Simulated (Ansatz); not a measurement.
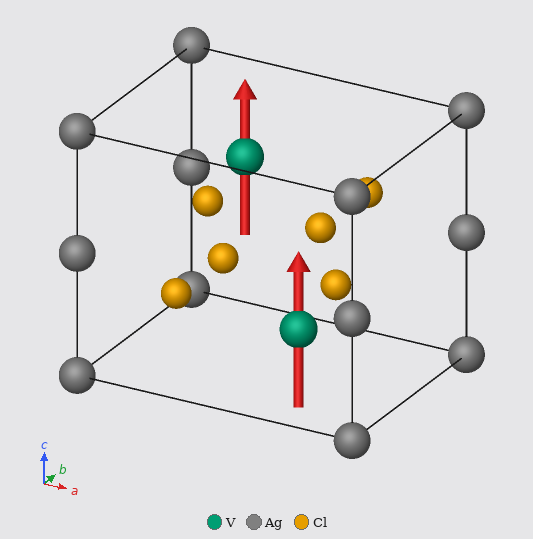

View slightly off an axis, drawn as a spheres-only model. The simulation cell is drawn as a box. Arrows are the site magnetic moments above 0.25 μB (those induced on non-metal atoms are left out); longer means larger, and red and blue are up and down (without spin-orbit coupling the axis itself is arbitrary).

This is the state reached for VAgCl₃. All computed values are from Ansatz 0.2.0, DFT PBE, scalar-relativistic, plane waves, PAW. Settings: E_cut = 420 eV, Brillouin-zone sampling on a 6×6×8 mesh, Gaussian smearing of 0.01 eV, collinear spins.

Describe the spin arrangement.

Ferromagnetic (within this cell). Site moments: 2 V +2.8 μB. The net spin moment of the whole cell is 6.0 μB, including what lies between the atoms and on sites without an arrow.

Starting structure: a textbook structure type filled with these elements (whether it is the usual form wasn't checked). The picture shows the end point of a geometry optimisation with DFT PBE, scalar-relativistic, plane waves, PAW (Ansatz).
